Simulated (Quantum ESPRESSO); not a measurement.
**Co: energy against a fixed spin moment**

Wanted: E(M) for Co from a parallel start.

Method: PBE; plane waves with GBRV 1.5 PBE potentials, no spin-orbit coupling, in Quantum ESPRESSO 7.5.

**1. The starting structure**

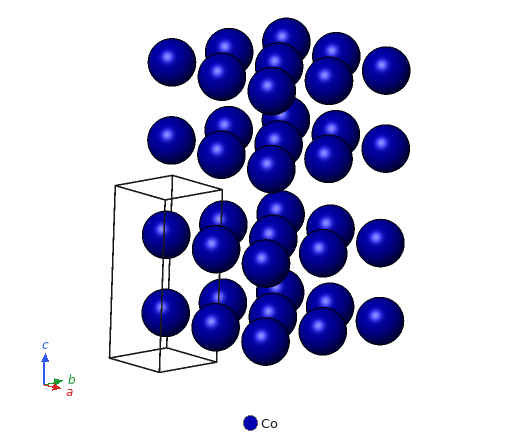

The starting structure, seen slightly off an axis (cobalt blue). 3×3×2 cells are drawn.

As a file:

```cif
data_structure
_symmetry_space_group_name_H-M 'P 1'
_symmetry_Int_Tables_number 1
_cell_length_a 2.5070
_cell_length_b 2.5070
_cell_length_c 4.0700
_cell_angle_alpha 90.000
_cell_angle_beta 90.000
_cell_angle_gamma 120.000
_cell_volume 22.15
loop_
_atom_site_label
_atom_site_type_symbol
_atom_site_fract_x
_atom_site_fract_y
_atom_site_fract_z
_atom_site_occupancy
Co1 Co 0.33333 0.66667 0.25000 1
Co2 Co 0.66667 0.33333 0.75000 1
```

The lattice constants were typed from memory of published values and not checked against a source.

**2. No moment imposed**

The input, pw.in:

```
&CONTROL
  calculation = 'scf'
  prefix = 'pwscf'
  outdir = './tmp'
  pseudo_dir = './pseudo'
  disk_io = 'nowf'
/
&SYSTEM
  ibrav = 0
  celldm(1) = 8
  nat = 2
  ntyp = 1
  ecutwfc = 40
  ecutrho = 280
  nbnd = 26
  occupations = 'smearing'
  smearing = 'fd'
  degauss = 0.00367493
  nspin = 2
  starting_magnetization(1) = 0.1176
/
&ELECTRONS
  conv_thr = 4d-09
  electron_maxstep = 150
  mixing_beta = 0.3
/
ATOMIC_SPECIES
Co     58.9332 co_pbe_v1.2.uspp.F.UPF
CELL_PARAMETERS alat
   0.5921929243046    0.0000000000000    0.0000000000000
  -0.2960964621523    0.5128541902568    0.0000000000000
   0.0000000000000    0.0000000000000    0.9613981659034
ATOMIC_POSITIONS crystal
Co      0.3333333300    0.6666666700    0.2500000000
Co      0.6666666700    0.3333333300    0.7500000000
K_POINTS automatic
18 18 10 0 0 0
```

Launch:

```console
> OMP_NUM_THREADS=1 mpirun -n 4 pw.x -nk 4 -in pw.in > pw.out
```

The log of the run:

```text
Program PWSCF v.7.5 starts

     Message from routine setup:
     using ibrav=0 with symmetry is DISCOURAGED, use correct ibrav instead

     K-points division:     npool     =       4
     Subspace diagonalization in iterative solution of the eigenvalue problem:

     G-vector sticks info
     --------------------
     sticks:   dense  smooth     PW     G-vecs:    dense   smooth      PW
     Sum         433     253     85                11825     5191     989

     Using Slab Decomposition

     bravais-lattice index     =            0
     lattice parameter (alat)  =       8.0000  a.u.
     unit-cell volume          =     149.4963 (a.u.)^3
     number of atoms/cell      =            2
     number of atomic types    =            1
     number of electrons       =        34.00
     number of Kohn-Sham states=           26
     kinetic-energy cutoff     =      40.0000  Ry
     charge density cutoff     =     280.0000  Ry
     scf convergence threshold =      4.0E-09
     mixing beta               =       0.3000
     number of iterations used =            8  plain     mixing
     Exchange-correlation= SLA  PW   PBE  PBE
                           (   1   4   3   4   0   0   0)

     celldm(1)=   8.000000  celldm(2)=   0.000000  celldm(3)=   0.000000
     celldm(4)=   0.000000  celldm(5)=   0.000000  celldm(6)=   0.000000

     crystal axes: (cart. coord. in units of alat)
               a(1) = (   0.592193   0.000000   0.000000 )
               a(2) = (  -0.296096   0.512854   0.000000 )
               a(3) = (   0.000000   0.000000   0.961398 )

     reciprocal axes: (cart. coord. in units 2 pi/alat)
               b(1) = (  1.688639  0.974936 -0.000000 )
               b(2) = (  0.000000  1.949872  0.000000 )
               b(3) = (  0.000000 -0.000000  1.040152 )

     PseudoPot. # 1 for Co read from file:
     co_pbe_v1.2.uspp.F.UPF
     Pseudo is Ultrasoft + core correction, Zval = 17.0
     Generated by new atomic code, or converted to UPF format
     Using radial grid of  863 points,  6 beta functions with:
                l(1) =   0
                l(2) =   0
                l(3) =   1
                l(4) =   1
                l(5) =   2
                l(6) =   2
     Q(r) pseudized with  8 coefficients,  rinner =    1.200   1.200   1.200
                                                       1.200   1.200

     atomic species   valence    mass     pseudopotential
     Co               17.00    58.93320     Co( 1.00)

     Starting magnetic structure
     atomic species   magnetization
     Co              0.118

     24 Sym. Ops., with inversion, found (12 have fractional translation)

   Cartesian axes

     site n.     atom                  positions (alat units)
         1        Co     tau(   1) = (  -0.0000000   0.3419028   0.2403495  )
         2        Co     tau(   2) = (   0.2960965   0.1709514   0.7210486  )

     number of k points=   222  Fermi-Dirac smearing, width (Ry)=  0.0037

     Number of k-points >= 100: set verbosity='high' to print them.

     Dense  grid:    11825 G-vectors     FFT dimensions: (  25,  25,  48)

     Smooth grid:     5191 G-vectors     FFT dimensions: (  20,  20,  32)

     Check: negative core charge=   -0.000054
     Generating pointlists ...
     new r_m :   0.2433 (alat units)  1.9466 (a.u.) for type    1

     Initial potential from superposition of free atoms

     starting charge      32.0000, renormalised to      34.0000
     Starting wfcs are   26 randomized atomic wfcs

     Self-consistent Calculation

     iteration #  1     ecut=    40.00 Ry     beta= 0.30
     Davidson diagonalization with overlap
     ethr =  1.00E-02,  avg # of iterations =  4.8

     total energy              =    -593.80182519 Ry
     estimated scf accuracy    <      14.64175924 Ry

     total magnetization       =     2.17 Bohr mag/cell
     absolute magnetization    =     2.22 Bohr mag/cell

     iteration #  2     ecut=    40.00 Ry     beta= 0.30
     Davidson diagonalization with overlap
     ethr =  1.00E-02,  avg # of iterations =  2.2

     total energy              =    -596.86200521 Ry
     estimated scf accuracy    <       0.63972047 Ry

     total magnetization       =     3.11 Bohr mag/cell
     absolute magnetization    =     3.27 Bohr mag/cell

     iteration #  3     ecut=    40.00 Ry     beta= 0.30
     Davidson diagonalization with overlap
     ethr =  1.88E-03,  avg # of iterations =  1.3

     total energy              =    -596.97543614 Ry
     estimated scf accuracy    <       0.00900729 Ry

     total magnetization       =     3.26 Bohr mag/cell
     absolute magnetization    =     3.47 Bohr mag/cell

     [... further iterations left out ...]

     iteration #  8     ecut=    40.00 Ry     beta= 0.30
     Davidson diagonalization with overlap
     ethr =  5.28E-08,  avg # of iterations =  1.0

     total energy              =    -596.97807584 Ry
     estimated scf accuracy    <       0.00000551 Ry

     total magnetization       =     3.28 Bohr mag/cell
     absolute magnetization    =     3.66 Bohr mag/cell

     iteration #  9     ecut=    40.00 Ry     beta= 0.30
     Davidson diagonalization with overlap
     ethr =  1.62E-08,  avg # of iterations =  1.6

     total energy              =    -596.97807782 Ry
     estimated scf accuracy    <       0.00000031 Ry

     total magnetization       =     3.29 Bohr mag/cell
     absolute magnetization    =     3.67 Bohr mag/cell

     iteration # 10     ecut=    40.00 Ry     beta= 0.30
     Davidson diagonalization with overlap
     ethr =  9.13E-10,  avg # of iterations =  1.8

     total energy              =    -596.97807794 Ry
     estimated scf accuracy    <       0.00000005 Ry

     total magnetization       =     3.29 Bohr mag/cell
     absolute magnetization    =     3.67 Bohr mag/cell

     iteration # 11     ecut=    40.00 Ry     beta= 0.30
     Davidson diagonalization with overlap
     ethr =  1.57E-10,  avg # of iterations =  1.7

     Magnetic moment per site  (integrated on atomic sphere of radius R)
     atom   1 (R=0.243)  charge= 15.6098  magn=  1.7297
     atom   2 (R=0.243)  charge= 15.6098  magn=  1.7297

     End of self-consistent calculation

     Number of k-points >= 100: set verbosity='high' to print the bands.

     the Fermi energy is    18.0540 ev

!    total energy              =    -596.97807803 Ry
     estimated scf accuracy    <          2.1E-10 Ry
     smearing contrib. (-TS)   =      -0.00111620 Ry
     internal energy E=F+TS    =    -596.97696183 Ry

     The total energy is F=E-TS. E is the sum of the following terms:
     one-electron contribution =    -313.57580577 Ry
     hartree contribution      =     178.22658217 Ry
     xc contribution           =     -65.33734149 Ry
     ewald contribution        =    -396.29039673 Ry

     total magnetization       =     3.29 Bohr mag/cell
     absolute magnetization    =     3.67 Bohr mag/cell

     convergence has been achieved in  11 iterations

=------------------------------------------------------------------------------=
   JOB DONE.
=------------------------------------------------------------------------------=
```

It took 21 s on 4 MPI ranks of Intel Xeon at 2.70GHz, shared host; peak memory 0.37 GiB.

Spin moment in the atom's sphere by atom:

```
atom  spin moment in the atom's sphere (μB)
 Co1                                   1.73
 Co2                                   1.73
```

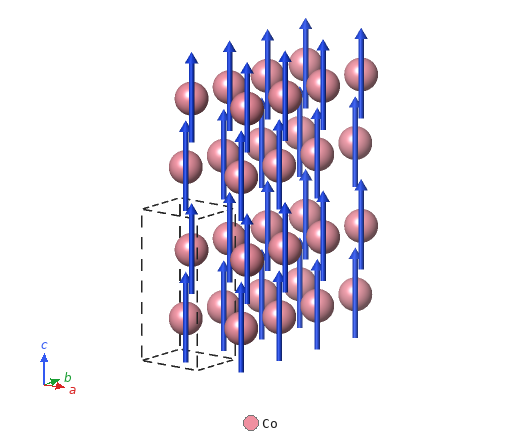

Spin moment in the atom's sphere as arrows, the longest 1.73 μB. Up and down stand for the sign. Arrows give size and sign along the axis of quantisation, drawn up and down the page. 2×4×2 cells are drawn.

This step gave:

```yaml
smearing_term_ts: 0.01519 eV
net_moment: 3.286 μB
integrated_m: 3.669 μB
final_state: ferromagnetic
```

**3. Moment fixed at 0 μB**

The two spin channels are filled to separate Fermi energies, so that the total moment meets the target. Half of the up one less the down one is the slope dE/dM.

Edit pw.in of step 2 so:

```diff
@@ -14,3 +14,3 @@
   ecutrho = 280
-  nbnd = 26
+  nbnd = 27
   occupations = 'smearing'
@@ -19,3 +19,4 @@
   nspin = 2
-  starting_magnetization(1) = 0.1176
+  starting_magnetization(1) = 0.0059
+  tot_magnetization = 0
 /
```

The log of the run:

```text
     [... lines left out ...]
Program PWSCF v.7.5 starts
     [... lines left out ...]
     number of atoms/cell      =            2
     [... lines left out ...]
     number of electrons       =        34.00 (up:  17.00, down:  17.00)
     number of Kohn-Sham states=           27
     kinetic-energy cutoff     =      40.0000  Ry
     charge density cutoff     =     280.0000  Ry
     scf convergence threshold =      4.0E-09
     [... lines left out ...]
     24 Sym. Ops., with inversion, found (12 have fractional translation)
     [... lines left out ...]
     number of k points=   222  Fermi-Dirac smearing, width (Ry)=  0.0037
     [... lines left out ...]
     iteration # 10     ecut=    40.00 Ry     beta= 0.30
     [... lines left out ...]
     Magnetic moment per site  (integrated on atomic sphere of radius R)
     atom   1 (R=0.243)  charge= 15.6158  magn=  0.0000
     atom   2 (R=0.243)  charge= 15.6158  magn=  0.0000
     [... lines left out ...]
     the spin up/dw Fermi energies are    17.9106   17.9106 ev
!    total energy              =    -596.93512629 Ry
     estimated scf accuracy    <          2.0E-09 Ry
     smearing contrib. (-TS)   =      -0.00374325 Ry
     [... lines left out ...]
     total magnetization       =     0.00 Bohr mag/cell
     absolute magnetization    =     0.00 Bohr mag/cell
     convergence has been achieved in  10 iterations
```

Run time: 22 s. Hardware: 4 MPI ranks; peak memory 0.38 GiB; 88 s of CPU time.

This step gave:

```yaml
net_moment: 0 μB
integrated_m: 0 μB
half_the_difference_of_the_two_fermi_energies: 0 meV
largest_moment: 0 μB
```

**4. Moment fixed at 0.408 μB**

Edit pw.in of step 3 so:

```diff
@@ -19,4 +19,4 @@
   nspin = 2
-  starting_magnetization(1) = 0.0059
-  tot_magnetization = 0
+  starting_magnetization(1) = 0.012
+  tot_magnetization = 0.408
 /
```

The log of the run:

```text
     [... lines left out ...]
Program PWSCF v.7.5 starts
     [... lines left out ...]
     number of atoms/cell      =            2
     [... lines left out ...]
     number of electrons       =        34.00 (up:  17.20, down:  16.80)
     number of Kohn-Sham states=           27
     kinetic-energy cutoff     =      40.0000  Ry
     charge density cutoff     =     280.0000  Ry
     scf convergence threshold =      4.0E-09
     [... lines left out ...]
     24 Sym. Ops., with inversion, found (12 have fractional translation)
     [... lines left out ...]
     number of k points=   222  Fermi-Dirac smearing, width (Ry)=  0.0037
     [... lines left out ...]
     iteration # 10     ecut=    40.00 Ry     beta= 0.30
     [... lines left out ...]
     Magnetic moment per site  (integrated on atomic sphere of radius R)
     atom   1 (R=0.243)  charge= 15.6158  magn=  0.2189
     atom   2 (R=0.243)  charge= 15.6158  magn=  0.2189
     [... lines left out ...]
     the spin up/dw Fermi energies are    17.8452   17.9691 ev
!    total energy              =    -596.93605669 Ry
     estimated scf accuracy    <          2.1E-09 Ry
     smearing contrib. (-TS)   =      -0.00376243 Ry
     [... lines left out ...]
     total magnetization       =     0.41 Bohr mag/cell
     absolute magnetization    =     0.48 Bohr mag/cell
     convergence has been achieved in  10 iterations
```

Run time: 24 s. Hardware: 4 MPI ranks; peak memory 0.38 GiB.

Spin moment in the atom's sphere by atom:

```
atom  spin moment in the atom's sphere (μB)
 Co1                                  0.219
 Co2                                  0.219
```

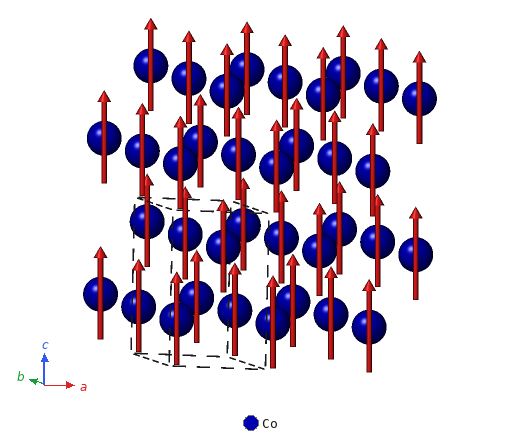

Spin moment in the atom's sphere as arrows, the longest 0.219 μB. Up and down stand for the sign. Arrows give size and sign along the axis of quantisation, drawn up and down the page. 3×3×2 cells are drawn.

Read from the output:

| Item | Value |
| --- | --- |
| net moment | 0.408 μB |
| integrated \|m\| | 0.477 μB |
| half the difference of the two Fermi energies | -61.9 meV |

**5. Moment fixed at 0.816 μB**

Edit pw.in of step 4 so:

```diff
@@ -19,4 +19,4 @@
   nspin = 2
-  starting_magnetization(1) = 0.012
-  tot_magnetization = 0.408
+  starting_magnetization(1) = 0.024
+  tot_magnetization = 0.816
 /
```

The log of the run:

```text
     [... lines left out ...]
Program PWSCF v.7.5 starts
     [... lines left out ...]
     number of atoms/cell      =            2
     [... lines left out ...]
     number of electrons       =        34.00 (up:  17.41, down:  16.59)
     number of Kohn-Sham states=           27
     kinetic-energy cutoff     =      40.0000  Ry
     charge density cutoff     =     280.0000  Ry
     scf convergence threshold =      4.0E-09
     [... lines left out ...]
     24 Sym. Ops., with inversion, found (12 have fractional translation)
     [... lines left out ...]
     number of k points=   222  Fermi-Dirac smearing, width (Ry)=  0.0037
     [... lines left out ...]
     iteration # 11     ecut=    40.00 Ry     beta= 0.30
     [... lines left out ...]
     Magnetic moment per site  (integrated on atomic sphere of radius R)
     atom   1 (R=0.243)  charge= 15.6157  magn=  0.4377
     atom   2 (R=0.243)  charge= 15.6157  magn=  0.4377
     [... lines left out ...]
     the spin up/dw Fermi energies are    17.7765   18.0203 ev
!    total energy              =    -596.93882076 Ry
     estimated scf accuracy    <          3.1E-09 Ry
     smearing contrib. (-TS)   =      -0.00376660 Ry
     [... lines left out ...]
     total magnetization       =     0.82 Bohr mag/cell
     absolute magnetization    =     0.95 Bohr mag/cell
     convergence has been achieved in  11 iterations
```

Elapsed: 21 s, on 4 MPI ranks; peak memory 0.38 GiB; 84 s of CPU time.

Read from the output:

* net moment: 0.816 μB
* integrated |m|: 0.953 μB
* half the difference of the two Fermi energies: -121.9 meV
* largest moment: 0.4377 μB

**6. All moments**

The runs not shown differ in the target, the start and the number of states alone. The point at 3.29 μB is the free run, entered with slope zero.

Energy over the lowest against total spin moment:

| total spin moment (μB a cell) | energy over the lowest (meV a cell) |
| --- | --- |
| 0.00 | 584 |
| 0.41 | 572 |
| 0.82 | 534 |
| 1.22 | 473 |
| 1.63 | 391 |
| 2.04 | 295 |
| 2.45 | 186 |
| 2.85 | 71.9 |
| 3.26 | 0.163 |
| 3.29 | 0 |
| 3.67 | 47.8 |
| 4.08 | 238 |
| 4.49 | 578 |

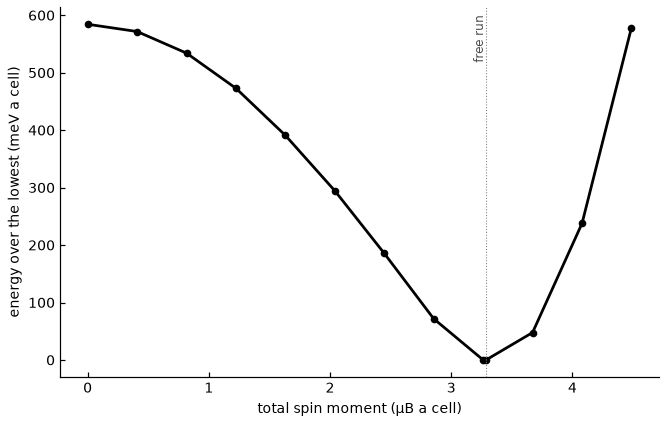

Energy over the lowest against total spin moment.

Table of dE/dM by total spin moment:

| total spin moment (μB a cell) | dE/dM (meV/μB) |
| --- | --- |
| 0.00 | -0.00217 |
| 0.41 | -61.9 |
| 0.82 | -122 |
| 1.22 | -178 |
| 1.63 | -221 |
| 2.04 | -252 |
| 2.45 | -280 |
| 2.85 | -267 |
| 3.26 | -14.3 |
| 3.29 | 0 |
| 3.67 | 300 |
| 4.08 | 596 |
| 4.49 | 1020 |

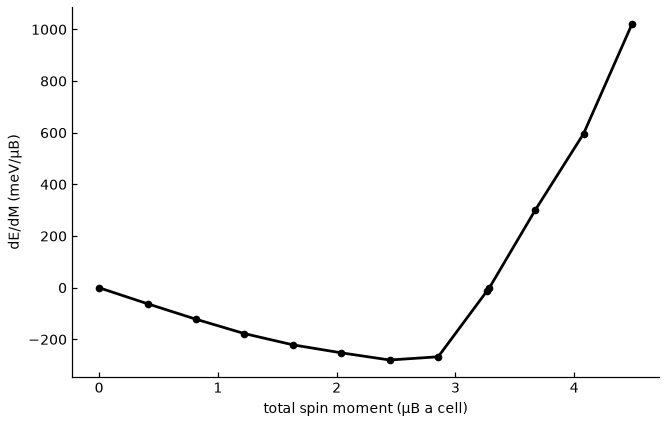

dE/dM against total spin moment.

Largest site moment against total spin moment:

```
total spin moment (μB a cell)  largest site moment (μB)
                         0.00                    5.1e-6
                         0.41                     0.219
                         0.82                     0.438
                         1.22                     0.656
                         1.63                     0.873
                         2.04                      1.09
                         2.45                      1.31
                         2.85                      1.52
                         3.26                      1.72
                         3.29                      1.73
                         3.67                      1.90
                         4.08                      2.07
                         4.49                      2.23
```

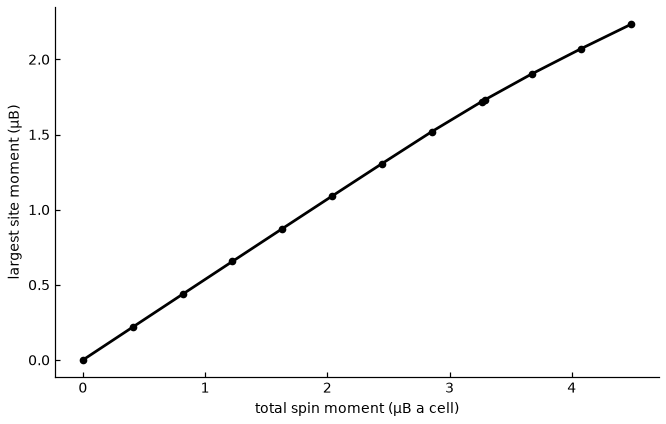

Largest site moment, plotted against total spin moment.

**7. Outcome**

| Property | Result |
| --- | --- |
| moment of the free run | 3.29 μB a cell |
| energy at zero total moment | 584 meV a cell over the lowest |
| ΔE/ΔM² from the lowest point to 3.67 and to 2.85 μB | 323 and 386 meV/μB² |

In words: At zero total moment the site moments vanish, so the 584 meV a cell is the energy of forming them. The points show one minimum alone. All runs start parallel; opposed orders may lie lower.

[Logs and program files are shortened in this print: banners, set-up blocks, solver, clock and traceback lines can be left out without a mark of their own.]

[Logs are printed without paths, hosts, clocks, repeated set-up lines and the standing remarks that a program may print on its own settings, such as how far it seeks lower states.]

[Hosts, paths, dates, database ids (printed as entryN), source tags and the programs' standing remarks are cut or masked in the printed files.]

[Where a cell is said to come from a database of computed structures, the database is the Materials Project.]
